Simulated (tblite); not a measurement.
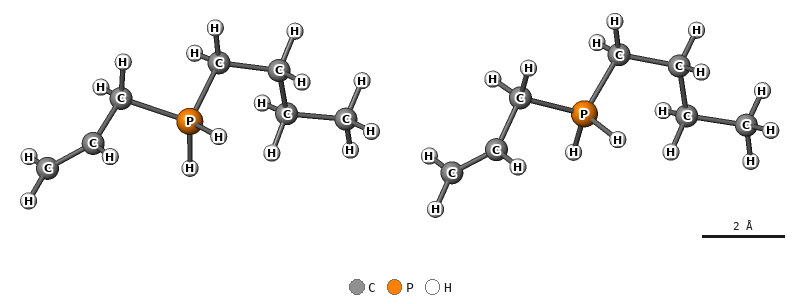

Two geometries of C₇H₁₆P (charge +1), drawn at one scale. One is the start of a relaxation, the other its converged end. A ball-and-stick model, seen at a tilt.

Method: GFN2-xTB geometry optimisation, gas phase (tblite 0.8.0). 

### Which of the two is the end point?

The right one is the relaxed one. The energy falls by 0.242 eV in 132 geometry steps. The atom that moves furthest after the best rigid fit is an H atom (0.72 Å). By element the largest moves are H 0.72 Å, P 0.37 Å, C 0.24 Å. Some distances before and after: H–P 1.413 → 1.374 Å, C–C 1.356 → 1.320 Å, C–C 1.485 → 1.507 Å, C–H 1.102 → 1.087 Å. Among the angles between lasting bonds that change: C–P–C 102.3° → 113.7°, C–P–H 112.9° → 108.3°, C–P–H 111.8° → 107.3°.
